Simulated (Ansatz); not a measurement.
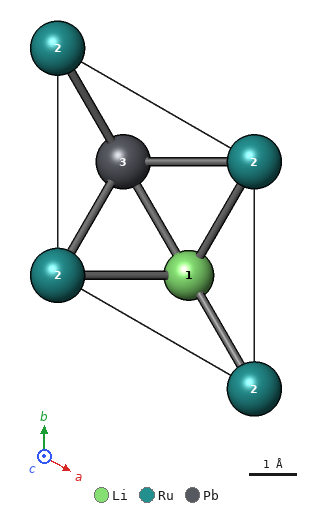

Solid LiRuPb (a generated structure, set up in P-6m2) (coarse preliminary run), before the relaxation. Style: ball-and-stick. Shown: the cell of the calculation, along the c axis.

Method: DFT PBE, scalar-relativistic, plane waves, PAW in Ansatz 0.2.0.

The input:
```yaml
crystal:
  lattice:
    - [4.91424221, 0.0, 0.0]
    - [-2.4571211, 4.25585859, 0.0]
    - [0.0, 0.0, 3.01243047]
  atoms:
    - { symbol: Li, position: [0.66666667, 0.33333333, 0.5] }
    - { symbol: Ru, position: [0.0, 0.0, 0.0] }
    - { symbol: Pb, position: [0.33333333, 0.66666667, 0.5] }
basis:
  ecutwfc: 420
kpoints:
  mp_grid: { grid: [6, 6, 6] }
hamiltonian:
  xc: pbe
scf:
  occupations: { method: gaussian, width: 0.1 }
  lower_state_search: "off"
output:
  forces: true
  stress: true
  eigenvalues: true
relax:
  adjacent_minimum: "off"
  f_tol: 0.04
  max_steps: 70
  cell: { stress_tol: 0.4 }
```

Launched with:
```bash
ansatz run input.yaml --threads 1 --pin off --max-ram 2048MiB --backend cpu --events-out ev --progress --plain --runs-dir out
```

Predict the outcome.

Over 4 accepted moves (5 points after the start) the energy falls by 205 meV per atom. All forces vanish by symmetry, so only the cell relaxes. The pressure goes from −10.67 to −0.10 GPa. The SCF was repeated once at an unchanged geometry on a basis and grid sized afresh for the cell, which shifted the energy by 0.6 meV per atom at most. The atoms keep their places relative to the cell (all moves are under 0.005 Å). The drawn cell changes as follows: a = b 4.914 → 4.384 Å (−10.8 %), c 3.012 → 3.032 Å (+0.7 %); the volume changes by −19.9 %. Some distances before and after: Li1–Pb3 2.837 → 2.531 Å, Li1–Ru2 3.212 → 2.950 Å, Ru2–Pb3 3.212 → 2.950 Å, Li1–Li1 3.012 → 3.032 Å. The space group stays P-6m2 (No. 187).

Final geometry:

```
Li Ru Pb
1.0
     4.38365    0.00000    0.00000
    -2.19183    3.79635    0.00000
     0.00000    0.00000    3.03223
Li Ru Pb
1 1 1
Cartesian
  2.1918 1.2655 1.5161
  4.3836 0.0000 3.0322
  0.0000 2.5309 1.5161
```

The end point in the same view:

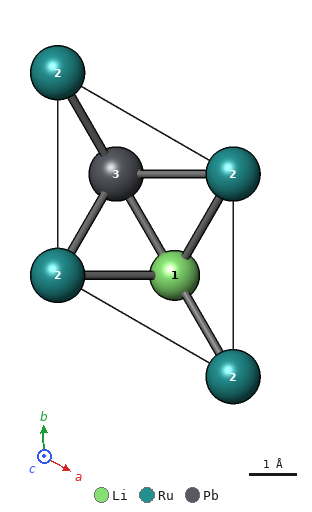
